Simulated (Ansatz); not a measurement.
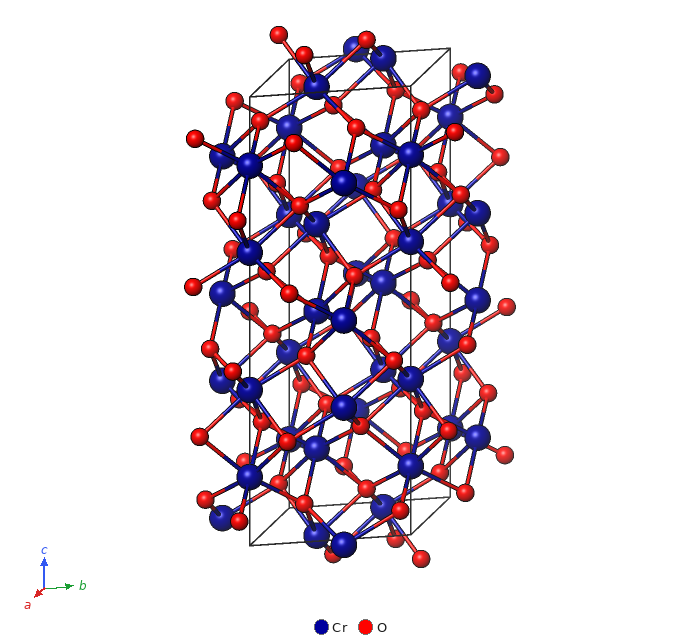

Cr₂O₃ (space group R-3c, No. 167): the input geometry of an electronic-structure calculation (not necessarily at equilibrium).

Bonds are taken as Cr–O below 2.2 Å; no other contact counts. Simplification: prune 0- and 1-connected atoms, fold 2-connected ones into links.

What kind of net remains, and which atoms are its nodes?

A binodal (4,6)-connected, three-periodic net: O is a 4-connected node; Cr is a 6-connected node, in the ratio 3:2.

Does the net have a name?

It is the cor net, known from corundum.

Is the net interpenetrated?

It is a single net, without interpenetration.

Give the point symbol of each node (shortest cycle at each angle).

O: 4³·6³; Cr: 4⁶·6⁹.

How many nodes does the smallest cycle have?

Four.
